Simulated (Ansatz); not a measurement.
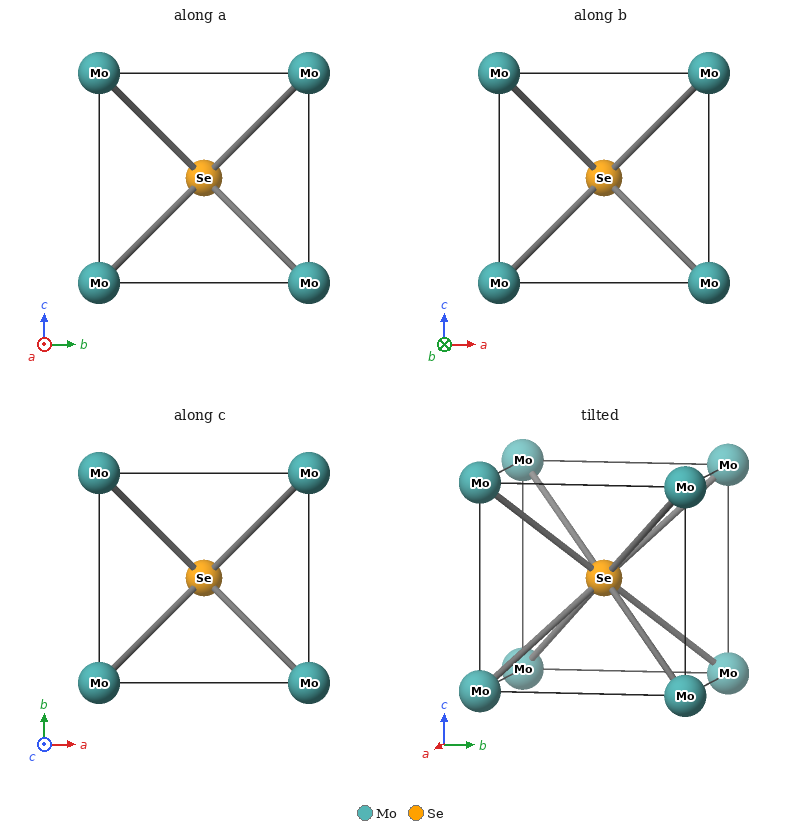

The figure gives a ball-and-stick picture of the atoms, viewed along the a axis, along the b axis, along the c axis and slightly off an axis. The wireframe shows the conventional unit cell.

Lattice parameters: a = 3.436 Å, b = 3.436 Å, c = 3.436 Å, α = 90.00°, β = 90.00°, γ = 90.00°. Put a along x and b in the xy plane.

### Record the structure as a POSCAR file.

```
Mo Se
1.0
     3.436    0.000    0.000
     0.000    3.436    0.000
     0.000    0.000    3.436
Mo Se
1 1
Direct
  0.0000 0.0000 0.0000
  0.5000 0.5000 0.5000
```

Origin of the cell: a structure type filled with these elements by a generator (whether the compound takes this form wasn't checked). Earlier steps of the study, as a rule a relaxation of our own, may have changed the cell and positions, so they can lie some per cent off the listed ones. It was run through Ansatz as a DFT input.

At this level of theory the run's own cell isn't at rest (stretched, at -7 GPa), so its distances can differ from those at equilibrium, the more so the softer the solid.
